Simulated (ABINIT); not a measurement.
# Te2Mo (P6_3/mmc): G0W0 in ABINIT against the plane-wave cutoff, part 2 of 2

Wanted: the cheapest plane-wave cutoff that holds the gap of Te2Mo (P6_3/mmc).

ABINIT 10.8.3; PBE and many-body steps on it, plane waves. Known limits of the many-body steps: not at the basis limit; exchange with frozen shells missing; no spin-orbit coupling; coarse k mesh.

So far. Step 5 (Empty states on the mesh, 3×3×1 mesh, 144 bands): On this mesh the gap is 0.956 eV. Step 6 (Screening, 3×3×1 mesh, 132 bands, screening to 106.1 eV): Local fields lower ε∞ by 11 %. On a Γ-centred mesh this coarse the value itself is usually too large, while a short band sum pulls it down.

### Step 8. Screening, 3×3×1 mesh, 132 bands, screening to 106.1 eV

This step: RPA screening on PBE, plane waves, norm-conserving pseudopotentials.

The input, run.abi:

```
acell 3*1.0 Angstrom
rprim 
  3.518200000003 -0.000000000001 0.000000000000
  -1.759100000001 3.046850575598 0.000000000000
  0.000000000000 0.000000000000 13.973600000000
ntypat 2
znucl 52 42
natom 6
typat 1 1 1 1 2 2
xred 
  0.333333333333 0.666666666667 0.621000000000
  0.666666666667 0.333333333333 0.121000000000
  0.333333333333 0.666666666667 0.879000000000
  0.666666666667 0.333333333333 0.379000000000
  0.333333333333 0.666666666667 0.250000000000
  0.666666666667 0.333333333333 0.750000000000
pp_dirpath "pseudos"
pseudos "Te.upf, Mo.upf"
ecut 29
ngkpt 3 3 1
nshiftk 1
shiftk 0 0 0
kptopt 1
chksymbreak 0
istwfk *1
occopt 1
irdwfk 1
optdriver 3
nband 132
ecuteps 3.9
inclvkb 2
awtr 1
symchi 1
indata_prefix "in"
outdata_prefix "out"
tmpdata_prefix "tmp"
```

The run is started by

```console
OMP_NUM_THREADS=1 mpirun -n 8 abinit run.abi > log
```

Numbers of over 12 decimals in the logs are rounded to 6 here.

The log of the run:

```text
.Version 10.8.3 of ABINIT. v10.8.2 released Aug 2026.

 Symmetries : space group P6_3/m m c (#194); Bravais hP (primitive hexag.)
[... echo of the input left out ...]
== DATASET  1 ==================================================================
-   mpi_nproc: 8, omp_nthreads: 1 (-1 if OMP is not activated)

--- !DatasetInfo
iteration_state: {dtset: 1, }
dimensions: {natom: 6, nkpt: 3, mband: 132, nsppol: 1, nspinor: 1, nspden: 1, mpw: 7542, }
cutoff_energies: {ecut:  29.0, pawecutdg:  -1.0, }
electrons: {nelect:   9.20000000E+01, charge:   0.00000000E+00, occopt:   1.00000000E+00, tsmear:   1.00000000E-02, }

 SCREENING: Calculation of the susceptibility and dielectric matrices

 Based on a program developped by R.W. Godby, V. Olevano, G. Onida, and L. Reining.
 Incorporated in ABINIT by V. Olevano, G.-M. Rignanese, and M. Torrent.
.Using double precision arithmetic ; gwpc =  8

[... cell and pseudopotentials left out ...]
--------------------------------------------------------------------------------

 ==== K-mesh for the wavefunctions ====
 Number of points in the irreducible wedge :     3
[... list of points left out ...]
 Together with 24 symmetry operations and time-reversal symmetry
 yields     9 points in the full Brillouin Zone.

 ==== Q-mesh for the screening function ====
 Number of points in the irreducible wedge :     3
[... list of points left out ...]
 Together with 24 symmetry operations and time-reversal symmetry
 yields     9 points in the full Brillouin Zone.

 setmesh: FFT mesh size selected  =    20x   20x   90
          total number of points  =        36000

 vcoul_init : cutoff-mode = AUXILIARY_FUNCTION
 q-points for optical limit:   1
     1)      0.000010    0.000020    0.000030

- screening: taking advantage of time-reversal symmetry
- Maximum band index for partially occupied states nbvw = 46
- Remaining bands to be divided among processors   nbcw = 86
- Number of bands treated by each node ~10

 Number of electrons calculated from density =   92.0000; Expected =   92.0000
 average of density, n =  0.091015
 r_s =    1.3791
 omega_plasma =   29.1012 [eV]

 calculating chi0 at frequencies [eV] :
  1    0.000000E+00    0.000000E+00
  2    0.000000E+00    2.910122E+01

--------------------------------------------------------------------------------
  q-point number  1        q = ( 0.000000, 0.000000, 0.000000) [r.l.u.]
--------------------------------------------------------------------------------
[... chi0 elements left out ...]
 For q-point:  0.000010 0.000020 0.000030
  dielectric constant =  20.4628
  dielectric constant without local fields =  23.0524

  Average fulfillment of the sum rule on Im[epsilon] for q-point    1 :     56.15  [%]
[... wings left out ...]
  q-point number  2        q = ( 0.333333, 0.000000, 0.000000) [r.l.u.]
--------------------------------------------------------------------------------
[... chi0 elements left out ...]
  Average fulfillment of the sum rule on Im[epsilon] for q-point    2 :     51.64  [%]

 [... 1 further q-points ...]
```

It took 30 s on 8 MPI ranks of Intel Xeon Platinum 8488C (Sapphire Rapids), shared host; peak memory 2 GiB; 4 min of CPU time.

Numbers from this step:

```yaml
eps_infinity_with_local_fields_on_this_mesh_along_the_program_s_q_direction: 20.46
the_same_without_local_fields: 23.05
plasma_frequency: 29.10 eV
plane_waves_in_the_screening_matrix: 341
```

### Step 9. 29 Ha

The self-energy is evaluated for the states that the input lists, and the levels follow from it, in one-shot runs by the linearised quasiparticle equation.

This step: G0W0 on PBE, plane waves, norm-conserving pseudopotentials.

Edit run.abi of step 8 so:

```diff
@@ -27,8 +27,17 @@
 irdwfk 1
-optdriver 3
+optdriver 4
 nband 132
+gwcalctyp 0
+ecutsigx 29
+symsigma 1
+nkptgw 2
+kptgw 
+  0.0000000000 0.0000000000 0.0000000000
+  0.3333333333 0.3333333333 0.0000000000
+bdgw 
+  45 48
+  45 48
 ecuteps 3.9
-inclvkb 2
-awtr 1
-symchi 1
+irdscr 1
+ppmodel 1
 indata_prefix "in"
```

The log of the run:

```text
.Version 10.8.3 of ABINIT. v10.8.2 released Aug 2026.

 Symmetries : space group P6_3/m m c (#194); Bravais hP (primitive hexag.)
[... echo of the input left out ...]
== DATASET  1 ==================================================================
-   mpi_nproc: 8, omp_nthreads: 1 (-1 if OMP is not activated)

--- !DatasetInfo
iteration_state: {dtset: 1, }
dimensions: {natom: 6, nkpt: 3, mband: 132, nsppol: 1, nspinor: 1, nspden: 1, mpw: 7542, }
cutoff_energies: {ecut:  29.0, pawecutdg:  -1.0, }
electrons: {nelect:   9.20000000E+01, charge:   0.00000000E+00, occopt:   1.00000000E+00, tsmear:   1.00000000E-02, }

 SIGMA: Calculation of the GW corrections

 Based on a program developped by R.W. Godby, V. Olevano, G. Onida, and L. Reining.
 Incorporated in ABINIT by V. Olevano, G.-M. Rignanese, and M. Torrent.
.Using double precision arithmetic ; gwpc =  8

[... cell and pseudopotentials left out ...]
--------------------------------------------------------------------------------

 ==== K-mesh for the wavefunctions ====
 Number of points in the irreducible wedge :     3
[... list of points left out ...]
 Together with 24 symmetry operations and time-reversal symmetry
 yields     9 points in the full Brillouin Zone.

 ==== Q-mesh for screening function ====
 Number of points in the irreducible wedge :     3
[... list of points left out ...]
 Together with 24 symmetry operations and time-reversal symmetry
 yields     9 points in the full Brillouin Zone.

 vcoul_init : cutoff-mode = AUXILIARY_FUNCTION
 q-points for optical limit:   1
     1)      0.000010    0.000020    0.000030
 setmesh: FFT mesh size selected  =    36x   36x  144
          total number of points  =       186624

 Number of electrons calculated from density =   92.0000; Expected =   92.0000
[...]
number of omega for Sigma on real axis              0
 max omega for Sigma on real axis  [eV]           0.00
 zcut for avoiding poles [eV]                     0.10

 EPSILON^-1 parameters (SCR file):
 dimension of the eps^-1 matrix on file            341
 dimension of the eps^-1 matrix used               341
 number of plane-waves for wavefunctions          7421
 number of bands                                   132
 number of q-points in IBZ                           3
 number of frequencies                               2
 number of real frequencies                          1
 number of imag frequencies                          1

 matrix elements of self-energy operator (all in [eV])

 Perturbative Calculation

--- !SelfEnergy_ee
iteration_state: {dtset: 1, }
kpoint     : [   0.000,    0.000,    0.000, ]
spin       : 1
KS_gap     :    2.885
QP_gap     :    2.713
Delta_QP_KS:   -0.172
data: !SigmaeeData |
     Band     E0 <VxcDFT>   SigX SigC(E0)      Z dSigC/dE  Sig(E)    E-E0       E
       45   7.653 -12.580 -15.440   2.213   0.799  -0.252 -13.097  -0.517   7.136
       46   7.988 -15.981 -16.765   1.333   0.775  -0.291 -15.556   0.425   8.413
       47  10.873 -14.177 -10.768  -3.089   0.792  -0.263 -13.924   0.253  11.126
[...]
--- !SelfEnergy_ee
iteration_state: {dtset: 1, }
kpoint     : [   0.333,    0.333,    0.000, ]
spin       : 1
KS_gap     :    1.038
QP_gap     :    1.563
Delta_QP_KS:    0.525
data: !SigmaeeData |
     Band     E0 <VxcDFT>   SigX SigC(E0)      Z dSigC/dE  Sig(E)    E-E0       E
[...]
47   8.944 -16.956 -12.269  -3.388   0.766  -0.306 -15.962   0.995   9.939
       48   8.944 -16.956 -12.269  -3.388   0.766  -0.306 -15.962   0.995   9.938

== END DATASET(S) ==============================================================
================================================================================

 -outvars: echo values of variables after computation  --------
           etotal      0.0000000000E+00
            nband         132
             nkpt           3
          spgroup         194
 [... the other variables as echoed above ...]

 Calculation completed.
```

The job ended after 13 s (8 MPI ranks; peak memory 1.4 GiB; 97 s of CPU time).

Numbers from this step:

```
G0W0 gap on the points computed              : 1.525 eV
starting gap on the mesh                     : 0.9562 eV
k of the valence top                         : 0, 0, 0
k of the conduction bottom                   : 0.3333, 0.3333, 0
Z at the valence top                         : 0.775
Z at the conduction bottom                   : 0.766
least direct G0W0 gap on the computed points : 1.562 eV
```

The gap on the mesh goes from 0.96 eV to 1.53 eV, a correction of +0.57 eV.

### Step 10. Screening, 3×3×1 mesh, 132 bands, screening to 106.1 eV

This step: RPA screening on PBE, plane waves, norm-conserving pseudopotentials.

Edit run.abi of step 9 so:

```diff
@@ -18,3 +18,3 @@
 pseudos "Te.upf, Mo.upf"
-ecut 29
+ecut 36
 ngkpt 3 3 1
@@ -27,17 +27,8 @@
 irdwfk 1
-optdriver 4
+optdriver 3
 nband 132
-gwcalctyp 0
-ecutsigx 29
-symsigma 1
-nkptgw 2
-kptgw 
-  0.0000000000 0.0000000000 0.0000000000
-  0.3333333333 0.3333333333 0.0000000000
-bdgw 
-  45 48
-  45 48
 ecuteps 3.9
-irdscr 1
-ppmodel 1
+inclvkb 2
+awtr 1
+symchi 1
 indata_prefix "in"
```

The log of the run:

```text
.Version 10.8.3 of ABINIT. v10.8.2 released Aug 2026.

 Symmetries : space group P6_3/m m c (#194); Bravais hP (primitive hexag.)
[... echo of the input left out ...]
== DATASET  1 ==================================================================
-   mpi_nproc: 8, omp_nthreads: 1 (-1 if OMP is not activated)

--- !DatasetInfo
iteration_state: {dtset: 1, }
dimensions: {natom: 6, nkpt: 3, mband: 132, nsppol: 1, nspinor: 1, nspden: 1, mpw: 10515, }
cutoff_energies: {ecut:  36.0, pawecutdg:  -1.0, }
[...]
--------------------------------------------------------------------------------
[... chi0 elements left out ...]
 For q-point:  0.000010 0.000020 0.000030
  dielectric constant =  20.4753
  dielectric constant without local fields =  23.0659

  Average fulfillment of the sum rule on Im[epsilon] for q-point    1 :     56.13  [%]
[... wings left out ...]
  q-point number  2        q = ( 0.333333, 0.000000, 0.000000) [r.l.u.]
--------------------------------------------------------------------------------
[... chi0 elements left out ...]
  Average fulfillment of the sum rule on Im[epsilon] for q-point    2 :     51.63  [%]

 [... 1 further q-points ...]
```

Run time: 57 s. Hardware: 8 MPI ranks; peak memory 2.6 GiB; 7.6 min of CPU time.

This step gave:

```
ε∞ with local fields, on this mesh, along the program's q direction : 20.48
the same without local fields                                       : 23.07
plasma frequency                                                    : 29.10 eV
plane waves in the screening matrix                                 : 341
```

### Step 11. 36 Ha

This step: G0W0 on PBE, plane waves, norm-conserving pseudopotentials.

Edit run.abi of step 10 so:

```diff
@@ -27,8 +27,17 @@
 irdwfk 1
-optdriver 3
+optdriver 4
 nband 132
+gwcalctyp 0
+ecutsigx 36
+symsigma 1
+nkptgw 2
+kptgw 
+  0.0000000000 0.0000000000 0.0000000000
+  0.3333333333 0.3333333333 0.0000000000
+bdgw 
+  45 48
+  45 48
 ecuteps 3.9
-inclvkb 2
-awtr 1
-symchi 1
+irdscr 1
+ppmodel 1
 indata_prefix "in"
```

The log of the run:

```text
.Version 10.8.3 of ABINIT. v10.8.2 released Aug 2026.

 Symmetries : space group P6_3/m m c (#194); Bravais hP (primitive hexag.)
[... echo of the input left out ...]
== DATASET  1 ==================================================================
-   mpi_nproc: 8, omp_nthreads: 1 (-1 if OMP is not activated)

--- !DatasetInfo
iteration_state: {dtset: 1, }
dimensions: {natom: 6, nkpt: 3, mband: 132, nsppol: 1, nspinor: 1, nspden: 1, mpw: 10515, }
cutoff_energies: {ecut:  36.0, pawecutdg:  -1.0, }
[...]
Band     E0 <VxcDFT>   SigX SigC(E0)      Z dSigC/dE  Sig(E)    E-E0       E
[...]
47   8.943 -16.955 -12.267  -3.390   0.766  -0.306 -15.961   0.994   9.937
       48   8.943 -16.955 -12.267  -3.390   0.766  -0.306 -15.961   0.994   9.937

== END DATASET(S) ==============================================================
================================================================================

 -outvars: echo values of variables after computation  --------
           etotal      0.0000000000E+00
            nband         132
             nkpt           3
          spgroup         194
 [... the other variables as echoed above ...]

 Calculation completed.
```

Elapsed: 10 s, on 8 MPI ranks; peak memory 1.8 GiB; 77 s of CPU time.

Numbers from this step:

```
G0W0 gap on the points computed              : 1.526 eV
starting gap on the mesh                     : 0.9565 eV
k of the valence top                         : 0, 0, 0
k of the conduction bottom                   : 0.3333, 0.3333, 0
least direct G0W0 gap on the computed points : 1.562 eV
```

Against the run before, the gap moves by +0.001 eV.

### Step 12. Screening, 3×3×1 mesh, 132 bands, screening to 106.1 eV

This step: RPA screening on PBE, plane waves, norm-conserving pseudopotentials.

Edit run.abi of step 11 so:

```diff
@@ -18,3 +18,3 @@
 pseudos "Te.upf, Mo.upf"
-ecut 36
+ecut 45
 ngkpt 3 3 1
@@ -27,17 +27,8 @@
 irdwfk 1
-optdriver 4
+optdriver 3
 nband 132
-gwcalctyp 0
-ecutsigx 36
-symsigma 1
-nkptgw 2
-kptgw 
-  0.0000000000 0.0000000000 0.0000000000
-  0.3333333333 0.3333333333 0.0000000000
-bdgw 
-  45 48
-  45 48
 ecuteps 3.9
-irdscr 1
-ppmodel 1
+inclvkb 2
+awtr 1
+symchi 1
 indata_prefix "in"
```

The log of the run:

```text
.Version 10.8.3 of ABINIT. v10.8.2 released Aug 2026.

 Symmetries : space group P6_3/m m c (#194); Bravais hP (primitive hexag.)
[... echo of the input left out ...]
== DATASET  1 ==================================================================
-   mpi_nproc: 8, omp_nthreads: 1 (-1 if OMP is not activated)

--- !DatasetInfo
iteration_state: {dtset: 1, }
dimensions: {natom: 6, nkpt: 3, mband: 132, nsppol: 1, nspinor: 1, nspden: 1, mpw: 14646, }
cutoff_energies: {ecut:  45.0, pawecutdg:  -1.0, }
[...]
--------------------------------------------------------------------------------
[... chi0 elements left out ...]
 For q-point:  0.000010 0.000020 0.000030
  dielectric constant =  20.4751
  dielectric constant without local fields =  23.0657

  Average fulfillment of the sum rule on Im[epsilon] for q-point    1 :     56.13  [%]
[... wings left out ...]
  q-point number  2        q = ( 0.333333, 0.000000, 0.000000) [r.l.u.]
--------------------------------------------------------------------------------
[... chi0 elements left out ...]
  Average fulfillment of the sum rule on Im[epsilon] for q-point    2 :     51.63  [%]

 [... 1 further q-points ...]
```

Elapsed: 60 s, on 8 MPI ranks; peak memory 3.2 GiB; 8 min of CPU time.

This step gave:

| Quantity | Value |
| --- | --- |
| ε∞ with local fields, on this mesh, along the program's q direction | 20.48 |
| the same without local fields | 23.07 |
| plasma frequency | 29.10 eV |
| plane waves in the screening matrix | 341 |

### Step 13. 45 Ha

This step: G0W0 on PBE, plane waves, norm-conserving pseudopotentials.

Edit run.abi of step 12 so:

```diff
@@ -27,8 +27,17 @@
 irdwfk 1
-optdriver 3
+optdriver 4
 nband 132
+gwcalctyp 0
+ecutsigx 45
+symsigma 1
+nkptgw 2
+kptgw 
+  0.0000000000 0.0000000000 0.0000000000
+  0.3333333333 0.3333333333 0.0000000000
+bdgw 
+  45 48
+  45 48
 ecuteps 3.9
-inclvkb 2
-awtr 1
-symchi 1
+irdscr 1
+ppmodel 1
 indata_prefix "in"
```

The log of the run:

```text
.Version 10.8.3 of ABINIT. v10.8.2 released Aug 2026.

 Symmetries : space group P6_3/m m c (#194); Bravais hP (primitive hexag.)
[... echo of the input left out ...]
== DATASET  1 ==================================================================
-   mpi_nproc: 8, omp_nthreads: 1 (-1 if OMP is not activated)

--- !DatasetInfo
iteration_state: {dtset: 1, }
dimensions: {natom: 6, nkpt: 3, mband: 132, nsppol: 1, nspinor: 1, nspden: 1, mpw: 14646, }
cutoff_energies: {ecut:  45.0, pawecutdg:  -1.0, }
[...]
Band     E0 <VxcDFT>   SigX SigC(E0)      Z dSigC/dE  Sig(E)    E-E0       E
[...]
47   8.944 -16.955 -12.267  -3.390   0.766  -0.306 -15.961   0.993   9.937
       48   8.944 -16.955 -12.267  -3.390   0.766  -0.306 -15.961   0.993   9.937

== END DATASET(S) ==============================================================
================================================================================

 -outvars: echo values of variables after computation  --------
           etotal      0.0000000000E+00
            nband         132
             nkpt           3
          spgroup         194
 [... the other variables as echoed above ...]

 Calculation completed.
```

The job ended after 15 s (8 MPI ranks; peak memory 2.3 GiB; 1.9 min of CPU time).

Numbers from this step:

```yaml
g0w0_gap_on_the_points_computed: 1.526 eV
starting_gap_on_the_mesh: 0.9565 eV
k_of_the_valence_top: 0, 0, 0
k_of_the_conduction_bottom: 0.3333, 0.3333, 0
least_direct_g0w0_gap_on_the_computed_points: 1.562 eV
```

Against the run before, the gap moves by +0.000 eV.

### Step 14. The runs together

Times are wall times on 8 MPI ranks of Intel Xeon Platinum 8488C (Sapphire Rapids), shared host, good to a factor of about two. A run's time includes the screening step that it read.

```tsv
run	mesh	bands	screening cutoff (eV)	DFT gap (eV)	gap on the mesh (eV)	direct (eV)	ε∞ used	time
22 Ha	3×3×1	132	106.1	0.952	1.527	1.569	20.30	31 s
29 Ha	3×3×1	132	106.1	0.956	1.525	1.562	20.46	43 s
36 Ha	3×3×1	132	106.1	0.956	1.526	1.562	20.48	67 s
45 Ha	3×3×1	132	106.1	0.956	1.526	1.562	20.48	76 s
```

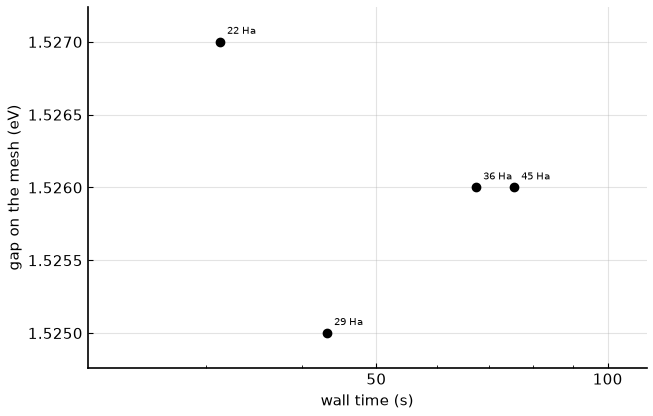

Result against wall time.

### Step 15. What came out

| Property | Result |
| --- | --- |
| 22 Ha | 1.527 eV |
| 29 Ha | 1.525 eV |
| 36 Ha | 1.526 eV |
| 45 Ha | 1.526 eV |
| known limits | not at the basis limit; exchange with frozen shells missing; no spin-orbit coupling; coarse k mesh |

**Reading.** The setting moved: plane-wave cutoff. From 22 Ha to 45 Ha the gap moves by −0.001 eV, for 2.4 times the time. It holds to 0.03 eV from 22 Ha on. Bands and screening cutoff are coupled, so a series along one setting does not show full convergence. Bands and cutoff are finite, so the gap is not at the basis limit. The miss can reach some tenths of an eV and take either sign; the mesh is an error of its own. In the G0W0 runs levels were corrected at 2 k points alone, so a gap called «on the mesh» is the least over those, and an edge elsewhere would be missed. The 3×3×1 mesh is coarse for this cell, which bears on the long-range parts of exchange and screening. The norm-conserving file of at least one element keeps a d shell over frozen s and p shells of the same row. Exchange with those shells is missing from the self-energy, an error of 0.3 to 0.9 eV in cases checked, whose sign depends on which edge lies on those atoms. The many-body steps are scalar-relativistic: spin-orbit coupling is not in them.

[Paths, hosts, dates, memory and timing lines, banners, echoed tables and standing remarks are left out of the program output.]

[Logs are printed without paths, hosts, clocks, repeated set-up lines and the standing remarks that a program may print on its own settings, such as how far it seeks lower states.]

[Runs of the session that timed out or met a known fault of the program may be left out.]

[Hosts, paths, dates, database ids (printed as entryN), source tags and the programs' standing remarks are cut or masked in the printed files.]

[G0W0 gaps are taken among the corrected bands and points alone; a level outside them can change the order at an edge.]

[Where Ansatz stands beside ABINIT at settings called matched, ABINIT's density can come from a denser mesh and the files from another edition; pairs whose starting gaps differed by over 0.03 eV were left out, so agreement reads better than it is.]
